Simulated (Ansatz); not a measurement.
**CHPSi (triplet): correlated methods under varied settings at a displaced geometry (v2)**

Aim: run CHPSi (triplet) at one geometry under a spread of methods and options, and see what each costs and gives.

Program: Ansatz 0.2.0, Gaussian basis. Level of theory: the settings change from run to run. These are calculated values, not measurements.

26 further runs of the same task are left out: 9 that didn't finish, 17 set aside as unsound or not needed.

## 1. The system

The geometry is a PBE0/def2-TZVP stationary point (not a proven minimum) with its atoms shifted at random (size 0.100 Å).

4 atoms, charge 0, spin multiplicity 3.

Atoms are counted from 1 here; the program's logs count them from 0.

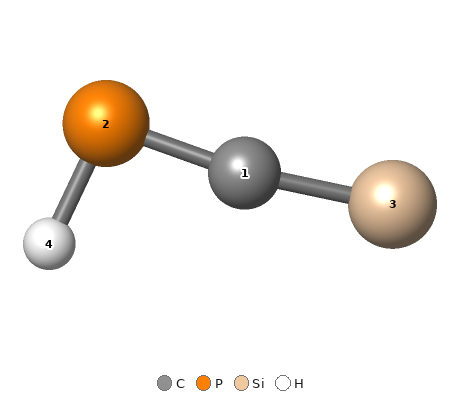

The geometry (carbon grey, phosphorus orange, silicon light orange, hydrogen white); atoms are numbered from 1 in the order of the file.

As a file:

```
C     0.10531   -0.06083   -0.07063
P    -0.05956    0.09988    1.59857
Si    0.01706   -0.03448   -1.80143
H     0.10017   -1.38365    1.91360
```

## 2. MRCISD+Q(relaxed)(10,7)/STO-3G

in.yaml reads:

```yaml
crystal:
  periodic: [false, false, false]
  atoms:
    - {symbol: C, position_ang: [0.105311, -0.060834, -0.070630]}
    - {symbol: P, position_ang: [-0.059563, 0.099883, 1.598570]}
    - {symbol: Si, position_ang: [0.017057, -0.034482, -1.801435]}
    - {symbol: H, position_ang: [0.100166, -1.383650, 1.913600]}
basis:
  gaussian: {orbitals: STO-3G}
magnetization: {spin_polarized: false, initial_magnetization: 2}
hamiltonian: {pseudopotentials: {relativity: scalar}}
correlation: {method: fic_mrcisd_q_relaxed, electrons: outside_noble_gas, active_space: {window: {electrons: 10, orbitals: 7}}}
```

On the command line:

```bash
ansatz run in.yaml --threads 1 --pin off --events-out ev --progress --plain --max-ram 2393MiB
```

The log of the run, cut to the lines that bear on the results:

```text
Functional definition: HF
  name "HF"
  cite "Fock, Z. Phys. 61, 126 (1930) doi:10.1007/BF01340294"
  parent pbe
[...]
267 factors; integrals over basis functions are off by at most 2.6e-5 eV
[...]
mean field -17997.68734822 eV, -661.4028107766 hartree, gradient 2.6e-6 eV, S^2 2.000000; 7 other end points of the search recorded, 0 dependent functions left out
reference -17997.68734822 eV, -661.4028107766 hartree; 19, 17 occupied and 5, 7 virtual orbitals, 267 factors
state -17999.27400850 eV, -661.4611194662 hartree
contracted CI cycle   1: correlation 0.00000000 eV, 0.0000000000 hartree, residual 1.07e1 eV
contracted CI cycle   2: correlation -2.74537858 eV, -0.1008908020 hartree, residual 2.97e0 eV
contracted CI cycle   3: correlation -3.01137651 eV, -0.1106660454 hartree, residual 1.24e0 eV
contracted CI cycle   4: correlation -3.05280499 eV, -0.1121885142 hartree, residual 5.60e-1 eV
contracted CI cycle   5: correlation -3.06223685 eV, -0.1125351286 hartree, residual 2.60e-1 eV
contracted CI cycle   6: correlation -3.06445736 eV, -0.1126167309 hartree, residual 1.23e-1 eV
contracted CI cycle   7: correlation -3.06491493 eV, -0.1126335460 hartree, residual 4.87e-2 eV
contracted CI cycle   8: correlation -3.06499222 eV, -0.1126363864 hartree, residual 2.01e-2 eV
contracted CI cycle   9: correlation -3.06500540 eV, -0.1126368709 hartree, residual 8.66e-3 eV
contracted CI cycle  10: correlation -3.06500792 eV, -0.1126369635 hartree, residual 3.92e-3 eV
contracted CI cycle  11: correlation -3.06500840 eV, -0.1126369812 hartree, residual 1.76e-3 eV
state -17999.27400850 eV, -661.4611194662 hartree; corrected -18002.66732512 eV, -661.5858215519 hartree
Total energy: -18002.66732512 eV, -661.5858215519 hartree
Relativity: scalar
```

Run time: 5.5 s. Hardware: 1 thread of Intel Xeon at 2.50GHz, shared host.

From the report: 441 determinants; active occupations 2.00, 2.00, 1.99, 1.84, 1.01, 1.01, 0.16.

## 3. MRCISD+Q(4,6)/6-31G

in.yaml reads:

```yaml
crystal:
  periodic: [false, false, false]
  atoms:
    - {symbol: C, position_ang: [0.105311, -0.060834, -0.070630]}
    - {symbol: P, position_ang: [-0.059563, 0.099883, 1.598570]}
    - {symbol: Si, position_ang: [0.017057, -0.034482, -1.801435]}
    - {symbol: H, position_ang: [0.100166, -1.383650, 1.913600]}
basis:
  gaussian: {orbitals: 6-31G, point_charges: [{charge: -0.50, position_ang: [3.197, -0.865, -0.204]}]}
magnetization: {spin_polarized: false, initial_magnetization: 2}
hamiltonian: {pseudopotentials: {relativity: none}}
correlation: {method: fic_mrcisd_q, electrons: valence, active_space: {window: {electrons: 4, orbitals: 6}, states: [{multiplicity: 3, weights: [1, 0.5, 1]}]}}
```

Same command.

The log of the run, cut to the lines that bear on the results:

```text
Functional definition: HF
  name "HF"
  cite "Fock, Z. Phys. 61, 126 (1930) doi:10.1007/BF01340294"
  parent pbe
[...]
779 factors; integrals over basis functions are off by at most 5.0e-8 eV
[...]
mean field -18173.62562244 eV, -667.8684230986 hartree, gradient 1.8e-6 eV, S^2 2.000000; 11 other end points of the search recorded, 0 dependent functions left out
reference -18173.62562244 eV, -667.8684230986 hartree; 19, 17 occupied and 18, 20 virtual orbitals, 779 factors
state -18174.78216169 eV, -667.9109251322 hartree
state -18173.81418567 eV, -667.8753526695 hartree
state -18173.33319949 eV, -667.8576767537 hartree
contracted CI cycle   1: correlation 0.00000000 eV, 0.0000000000 hartree, residual 1.40e1 eV
contracted CI cycle   2: correlation -3.85843850 eV, -0.1417949995 hartree, residual 3.17e0 eV
[...]
contracted CI cycle   2: correlation -3.72360843 eV, -0.1368400859 hartree, residual 3.22e0 eV
contracted CI cycle   3: correlation -3.97850243 eV, -0.1462072677 hartree, residual 1.14e0 eV
contracted CI cycle   4: correlation -4.01041848 eV, -0.1473801607 hartree, residual 4.14e-1 eV
contracted CI cycle   5: correlation -4.01471503 eV, -0.1475380561 hartree, residual 1.49e-1 eV
contracted CI cycle   6: correlation -4.01527921 eV, -0.1475587892 hartree, residual 5.57e-2 eV
contracted CI cycle   7: correlation -4.01536064 eV, -0.1475617818 hartree, residual 2.05e-2 eV
contracted CI cycle   8: correlation -4.01537096 eV, -0.1475621612 hartree, residual 7.37e-3 eV
contracted CI cycle   9: correlation -4.01537233 eV, -0.1475622115 hartree, residual 2.61e-3 eV
contracted CI cycle  10: correlation -4.01537252 eV, -0.1475622185 hartree, residual 9.88e-4 eV
state -18173.33319949 eV, -667.8576767537 hartree; corrected -18177.79994370 eV, -668.0218265756 hartree
Total energy: -18178.50913349 eV, -668.0478888195 hartree
```

It took 12 s on 1 thread of Intel Xeon at 2.50GHz, shared host.

From the report: 225 determinants; active occupations (of the averaged states) 1.67, 1.17, 0.65, 0.43, 0.08, 0.00.

## 4. CASSCF(6,6)/6-31G

in.yaml reads:

```yaml
crystal:
  periodic: [false, false, false]
  atoms:
    - {symbol: C, position_ang: [0.105311, -0.060834, -0.070630]}
    - {symbol: P, position_ang: [-0.059563, 0.099883, 1.598570]}
    - {symbol: Si, position_ang: [0.017057, -0.034482, -1.801435]}
    - {symbol: H, position_ang: [0.100166, -1.383650, 1.913600]}
basis:
  gaussian: {orbitals: 6-31G, fitting: {mean_field: def2-universal-jkfit}, point_charges: [{charge: -0.50, position_ang: [3.689, -0.610, 0.086]}]}
magnetization: {spin_polarized: false, initial_magnetization: 2}
correlation: {active_space: {window: {electrons: 6, orbitals: 6}}}
accuracy: high
output: {forces: true}
```

Launched as before.

The log of the run, cut to the lines that bear on the results:

```text
Functional definition: HF
  name "HF"
  cite "Fock, Z. Phys. 61, 126 (1930) doi:10.1007/BF01340294"
  parent pbe
[...]
349 factors; integrals over basis functions are off by at most 1.1e-1 eV
[...]
mean field -18173.59905845 eV, -667.8674468903 hartree, gradient 1.6e-8 eV, S^2 2.000000; 9 other end points of the search recorded, 0 dependent functions left out
reference -18173.59905845 eV, -667.8674468903 hartree; 19, 17 occupied and 18, 20 virtual orbitals, 349 factors
state -18175.02225659 eV, -667.9197484570 hartree
[...]
Total energy: -18175.02225659 eV, -667.9197484570 hartree
Atom 0 at     0.105311    -0.060834    -0.070630 Å, force    -0.140931    -0.075061    -0.750385 eV/Å
Atom 1 at    -0.059563     0.099883     1.598570 Å, force     0.090786    -1.303699     2.357085 eV/Å
Atom 2 at     0.017057    -0.034482    -1.801435 Å, force     0.148968     0.006448    -1.430591 eV/Å
Atom 3 at     0.100166    -1.383650     1.913600 Å, force    -0.078845     1.392802    -0.174881 eV/Å
Dipole moment:     0.142327    -0.160083    -0.042407 e Å
```

Wall time 5.5 s (1 thread of Intel Xeon at 2.50GHz, shared host).

From the report: 400 determinants; active occupations 1.96, 1.89, 0.99, 0.98, 0.12, 0.05.

## 5. CCSD(T) on UHF/STO-3G

in.yaml reads:

```yaml
crystal:
  periodic: [false, false, false]
  atoms:
    - {symbol: C, position_ang: [0.105311, -0.060834, -0.070630]}
    - {symbol: P, position_ang: [-0.059563, 0.099883, 1.598570]}
    - {symbol: Si, position_ang: [0.017057, -0.034482, -1.801435]}
    - {symbol: H, position_ang: [0.100166, -1.383650, 1.913600]}
basis:
  gaussian: {orbitals: STO-3G}
magnetization: {spin_polarized: true, initial_magnetization: 2}
correlation: {method: ccsd_t, electrons: outside_noble_gas}
output: {forces: true}
```

Launched as before.

The log of the run, cut to the lines that bear on the results:

```text
Functional definition: HF
  name "HF"
  cite "Fock, Z. Phys. 61, 126 (1930) doi:10.1007/BF01340294"
  parent pbe
[...]
267 factors; integrals over basis functions are off by at most 2.6e-5 eV
[...]
mean field -17968.22482160 eV, -660.3200828936 hartree, gradient 1.7e-6 eV, S^2 2.290005; 13 other end points of the search recorded, 0 dependent functions left out
determinant -17968.22482160 eV, -660.3200828936 hartree, with singles and doubles -17972.42438938 eV, -660.4744141628 hartree
determinant -17967.64885741 eV, -660.2989165999 hartree, with singles and doubles -17972.04028538 eV, -660.4602986014 hartree
determinant -17967.51881969 eV, -660.2941378018 hartree, with singles and doubles -17972.36781976 eV, -660.4723352678 hartree
determinant -17967.44800626 eV, -660.2915354564 hartree, with singles and doubles -17972.25240084 eV, -660.4680937007 hartree
[...]
11 core orbitals not correlated: weight in the atoms' cores, before any rotation towards them, 1.000 or more for the frozen orbitals, at most 0.000 for the correlated occupied ones
reference -17968.22482160 eV, -660.3200828936 hartree; 8, 6 occupied and 5, 7 virtual orbitals, 267 factors
second order -2.78246260 eV of doubles, -0.00000000 eV of singles
cycle   1  -4.21087699 eV  change   -6.8e-7 eV  update   5.6e-6
[...]
cycle   7  -4.21087411 eV  change   -3.3e-7 eV  update   4.0e-7
perturbative correction -0.09945828 eV, -0.0036550243 hartree
[...]
Total energy: -17972.53515399 eV, -660.4784846874 hartree
Atom 0 at     0.105311    -0.060834    -0.070630 Å, force    -0.192077    -0.126650    -0.693109 eV/Å
Atom 1 at    -0.059563     0.099883     1.598570 Å, force     0.233056    -1.677251     0.991036 eV/Å
Atom 2 at     0.017057    -0.034482    -1.801435 Å, force     0.129526     0.010109     0.139894 eV/Å
Atom 3 at     0.100166    -1.383650     1.913600 Å, force    -0.170504     1.793792    -0.437821 eV/Å
Dipole moment:    -0.002866    -0.037925    -0.069621 e Å
```

It took 8.5 s on 1 thread of Intel Xeon at 2.50GHz, shared host.

From the report: ⟨S²⟩ of the determinant 2.290 (pure triplet: 2.00); correlation -4.3103 eV; T1 0.058; largest double amplitude 0.16.

## 6. CCSDT(Q)/B/STO-3G

Changes to in.yaml since step 5:

```diff
@@ -9,4 +9,5 @@
   gaussian: {orbitals: STO-3G}
-magnetization: {spin_polarized: true, initial_magnetization: 2}
-correlation: {method: ccsd_t, electrons: outside_noble_gas}
-output: {forces: true}
+magnetization: {spin_polarized: false, initial_magnetization: 2}
+hamiltonian: {xc: {name: B3LYP}}
+correlation: {method: ccsdt_q_b, electrons: outside_noble_gas}
+scf: {lower_state_search: off}
```

Launched as before.

The log of the run, cut to the lines that bear on the results:

```text
Functional definition: B3LYP
  name "B3LYP"
  cite "Stephens, Devlin, Chabalowski & Frisch, J. Phys. Chem. 98, 11623 (1994) doi:10.1021/j100096a001"
  cite "Becke, Phys. Rev. A 38, 3098 (1988) doi:10.1103/PhysRevA.38.3098"
  cite "Lee, Yang & Parr, Phys. Rev. B 37, 785 (1988) doi:10.1103/PhysRevB.37.785"
  cite "Vosko, Wilk & Nusair, Can. J. Phys. 58, 1200 (1980) doi:10.1139/p80-159"
[...]
420 factors; integrals over basis functions are off by at most 2.6e-8 eV
[...]
mean field -18004.82931094 eV, -661.6652730653 hartree, gradient 4.9e-6 eV, S^2 2.000000; 0 other end points of the search recorded, 0 dependent functions left out
11 core orbitals not correlated: weight in the atoms' cores, before any rotation towards them, 0.999 or more for the frozen orbitals, at most 0.000 for the correlated occupied ones
reference -17967.19638466 eV, -660.2822885331 hartree; 8, 6 occupied and 5, 7 virtual orbitals, 420 factors
second order -4.27579975 eV of doubles, -0.26824827 eV of singles
cycle   1  -4.59665153 eV  change   -4.6e-2 eV  update   1.3e-1
[...]
cycle  22  -5.27482491 eV  change   -7.3e-8 eV  update   1.6e-6
perturbative correction -0.03212604 eV, -0.0011806103 hartree
Total energy: -17972.50333562 eV, -660.4773153836 hartree
Checks for a lower state left out: stability, starts, cluster_reference, orbital_swaps, neighbouring_geometries, increment
```

It took 3.9 s on 1 thread of Intel Xeon at 2.50GHz, shared host.

From the report: correlation -5.3070 eV; T1 0.026; largest double amplitude 0.18. The orbitals are Kohn-Sham ones, so correlation energy and T1 don't compare with those on Hartree-Fock orbitals.

## 7. HF/cc-pVDZ

in.yaml reads:

```yaml
crystal:
  periodic: [false, false, false]
  atoms:
    - {symbol: C, position_ang: [0.105311, -0.060834, -0.070630]}
    - {symbol: P, position_ang: [-0.059563, 0.099883, 1.598570]}
    - {symbol: Si, position_ang: [0.017057, -0.034482, -1.801435]}
    - {symbol: H, position_ang: [0.100166, -1.383650, 1.913600]}
basis:
  gaussian: {orbitals: cc-pVDZ}
magnetization: {spin_polarized: true, initial_magnetization: 2}
hamiltonian: {xc: hf}
scf: {lower_state_search: full}
output: {orbitals: {seedname: orbitals}}
```

The command is unchanged.

The log of the run, cut to the lines that bear on the results:

```text
Functional definition: HF
  name "HF"
  cite "Fock, Z. Phys. 61, 126 (1930) doi:10.1007/BF01340294"
  parent pbe
[...]
555 factors; integrals over basis functions are off by at most 1.2e-3 eV
[...]
mean field -18177.07126152 eV, -667.9950479993 hartree, gradient 2.2e-5 eV, S^2 2.194783; 7 other end points of the search recorded, 0 dependent functions left out
reference -18177.07126152 eV, -667.9950479993 hartree; 19, 17 occupied and 36, 38 virtual orbitals, 555 factors
Total energy: -18177.07126152 eV, -667.9950479993 hartree
```

It took 8 s on 1 thread of Intel Xeon at 2.50GHz, shared host.

From the report: ⟨S²⟩ of the determinant 2.195 (pure triplet: 2.00).

## 8. All runs side by side

Where basis and cores are those of an earlier RCCSDT(Q)/cc-pVDZ run (-18186.4584 eV), and the state is the same kind, the miss against it is given.

| level | correlated | functions | energy (eV) | from RCCSDT(Q) (meV) | time |
| --- | --- | --- | --- | --- | --- |
| MRCISD+Q(relaxed)(10,7)/STO-3G (relativity set) | outside noble gas | 24 | -18002.6673 |  | 5.5 s |
| MRCISD+Q(4,6)/6-31G (mean of several states, beside a point charge) | valence | 37 | -18178.5091 |  | 12 s |
| CASSCF(6,6)/6-31G (beside a point charge) |  | 37 | -18175.0223 |  | 5.5 s |
| CCSD(T) on UHF/STO-3G | outside noble gas | 24 | -17972.5352 |  | 8.5 s |
| CCSDT(Q)/B/STO-3G (on B3LYP orbitals) | outside noble gas | 24 | -17972.5033 |  | 3.9 s |
| HF/cc-pVDZ |  | 55 | -18177.0713 | 9387.1 | 8 s |

## 9. What came out

| quantity | value |
| --- | --- |
| runs | 6 |
| quickest | CCSDT(Q)/B/STO-3G (on B3LYP orbitals), 3.9 s |
| slowest | MRCISD+Q(4,6)/6-31G (mean of several states, beside a point charge), 12 s |

Total energies in different bases, with other cores or another treatment of relativity can't be set against each other. MRCISD+Q(4,6)/6-31G (mean of several states, beside a point charge) took 3 times as long as CCSDT(Q)/B/STO-3G (on B3LYP orbitals); the jobs differ in more than the method. Hartree-Fock, CASSCF and CASCI lack dynamic correlation by design.
